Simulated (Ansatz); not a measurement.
# Profile along the Ti–O line in CaTiO3 (cubic perovskite)

CaTiO$_{3}$ (cubic perovskite)

```cif
data_CaO3Ti
_chemical_formula_sum 'Ca1 Ti1 O3'
_space_group_name_H-M_alt 'Pm-3m'
_space_group_IT_number 221
_space_group_name_Hall '-P 4 2 3'
_cell_length_a 3.84096
_cell_length_b 3.84096
_cell_length_c 3.84096
_cell_angle_alpha 90.000
_cell_angle_beta 90.000
_cell_angle_gamma 90.000
loop_
_atom_site_label
_atom_site_type_symbol
_atom_site_symmetry_multiplicity
_atom_site_Wyckoff_symbol
_atom_site_fract_x
_atom_site_fract_y
_atom_site_fract_z
_atom_site_occupancy
Ca1 Ca 1 a 0.00000 0.00000 0.00000 1
Ti1 Ti 1 b 0.50000 0.50000 0.50000 1
O1 O 3 c 0.00000 0.50000 0.50000 1
```

Fields along a shortest Ti–O line of a {100} plane (1.92 Å), from Ti to O, interpolated on the slice's grid (step about 0.2 Å). Computed with PBEsol (plane waves to 420 eV, PAW, scalar-relativistic; Ansatz, a first-principles code). k mesh 9×9×9. Inside the PAW spheres the values are not all-electron values, and peaks at nuclei hang on which shells count as valence. CaTiO3 is run without spin polarisation. CaTiO3 was relaxed with its symmetry unable to fall. This is a high-temperature form of CaTiO3.

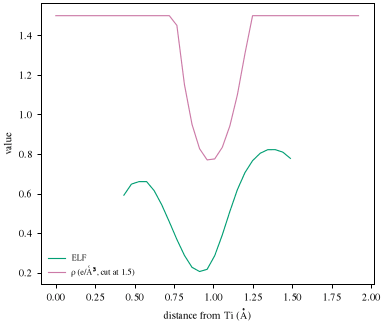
Figure: ELF (away from the nuclei) and valence density from Ti to O.

Density on the Ti–O line (1.92 Å) at its midpoint: 0.77 e/Å³. ELF at that point: 0.22.
